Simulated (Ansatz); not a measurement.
**CH2AlCl2−: an energy map over bond length Cl1–C2 and bond length C2–Al3**

How does the energy of CH₂AlCl₂, SMILES Cl[CH-][AlH][Cl], charge −1 change over two coordinates at once? A grid of runs gives the map.

Computed with Ansatz 0.2.0. Level: RKS PBE0-D4/def2-SVPD.

## 1. The starting structure

SMILES `Cl[CH-][AlH][Cl]`, 6 atoms, charge -1, spin multiplicity 1.

Atoms are counted from 1 here; the program's logs count them from 0.

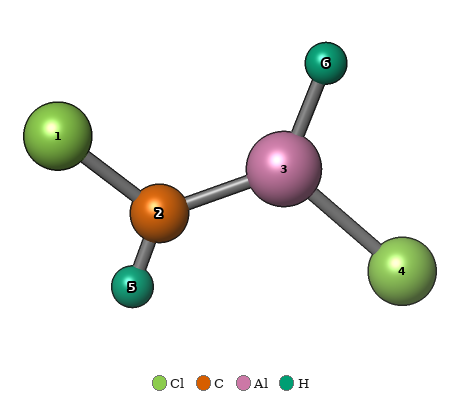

Start geometry, drawn with chlorine green, carbon orange, aluminium pink, hydrogen teal; atoms are numbered from 1 in the order of the file.

As a file:

```xyz
6
charge -1, multiplicity 1
Cl    0.8114    1.7153   -1.6364
C    -0.3147    0.6747   -0.6632
Al    0.2829   -0.5671    0.5607
Cl   -1.2048   -1.7878    1.6843
H    -1.3505    0.9285   -0.9443
H     1.7757   -0.9635    0.9989
```

This geometry comes from a loose relaxation at PBE in a small basis, which is not shown.

## 3. Plan of the scan

The axes are (1) bond length Cl1–C2: 11 values from 1.586 to 2.253 Å; (2) bond length C2–Al3: 11 values from 1.611 to 2.288 Å.

Nothing else is relaxed (all other coordinates rigid). Energies count from the relaxed molecule at the same level.

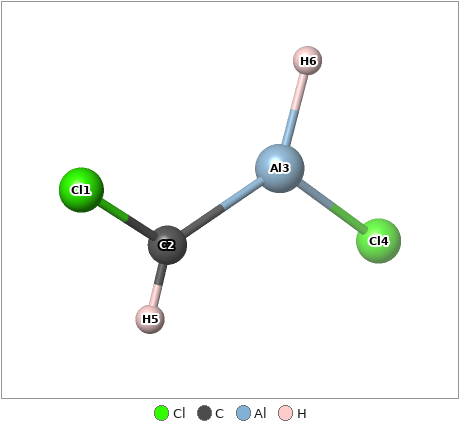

The geometry at bond length Cl1–C2 = 1.853 Å, bond length C2–Al3 = 2.153 Å.

(The set-up runs are not shown.)

## 4. Point bond length Cl1–C2 = 1.787 Å, bond length C2–Al3 = 1.814 Å

File input.yaml:

```yaml
crystal:
  periodic: [false, false, false]
  atoms:
    - { symbol: Cl, position_ang: [0.809207, 1.705481, -1.622662] }
    - { symbol: C, position_ang: [-0.303531, 0.681362, -0.670631] }
    - { symbol: Al, position_ang: [0.278977, -0.542215, 0.535245] }
    - { symbol: Cl, position_ang: [-1.183375, -1.759236, 1.660924] }
    - { symbol: H, position_ang: [-1.33146, 0.932949, -0.951159] }
    - { symbol: H, position_ang: [1.76348, -0.940068, 0.973677] }
total_charge: -1
basis:
  gaussian: { orbitals: def2-SVPD }
hamiltonian:
  xc: pbe0
  dispersion: d4
output:
  forces: true
```

Run with:

```console
$ ansatz run input.yaml --threads 1 --pin off --max-ram 2560MiB --backend cpu --events-out ev --progress --plain --runs-dir out
```

The session goes on with these runs: the other points that were computed.

What does the calculation give? Wanted: lowest point; highest computed point; largest force on an atom.

**Answer**, as computed:

| quantity | value |
| --- | --- |
| lowest point | bond length Cl1–C2 = 1.787 Å, bond length C2–Al3 = 1.814 Å, 0.13 kcal/mol |
| highest computed point | bond length Cl1–C2 = 2.253 Å, bond length C2–Al3 = 2.288 Å, 52.6 kcal/mol above the lowest |
| largest force on an atom (eV/Å) | 0.4 at bond length Cl1–C2 = 1.787 Å, bond length C2–Al3 = 1.814 Å to 9.3 at bond length Cl1–C2 = 2.120 Å, bond length C2–Al3 = 1.611 Å; 0.4 at the lowest point |
| time for the whole task | 10 min on 1 thread, shared host |

The lowest computed point is at bond length Cl1–C2 = 1.787 Å, bond length C2–Al3 = 1.814 Å, 0.13 kcal/mol from the relaxed molecule at the same level. No other kind of well shows on this grid. The highest computed point, bond length Cl1–C2 = 2.253 Å, bond length C2–Al3 = 2.288 Å, lies 52.6 kcal/mol above the lowest. Round the minimum the two coordinates are nearly uncoupled.
